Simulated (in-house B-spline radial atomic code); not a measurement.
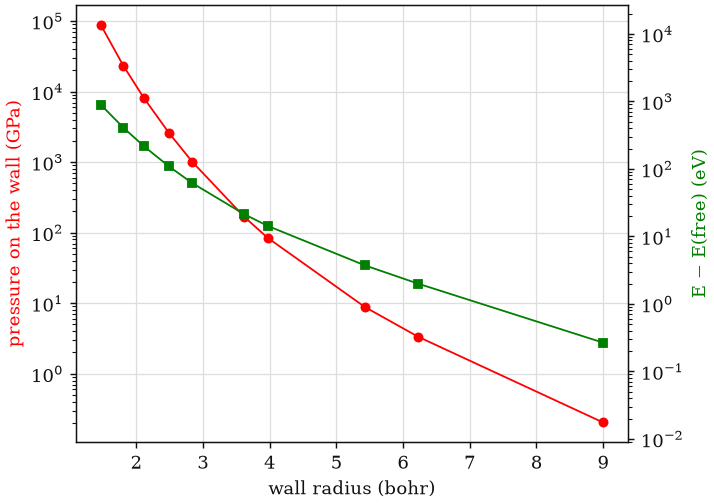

The neutral potassium atom in the configuration [Ar] 4s1 (high spin). It is put inside a hard spherical wall of varying radius. The calculation used an in-house B-spline radial code at this level: non-relativistic PBE0, spin-polarised, spherical fractional occupations, point nucleus, hard spherical wall, basis-set limit. The plot shows the pressure on the wall (left axis) and the energy above the free species (right axis).

How do pressure and energy grow as the wall closes in?

The pressure grows from 0.20 GPa at 9 bohr through 170 GPa at 3.62 bohr to 89000 GPa at 1.47 bohr, and the energy above the free species from 0.266 eV through 21.4 eV to 895.4 eV. The pressure is −dE/dV with V = 4πR³/3.
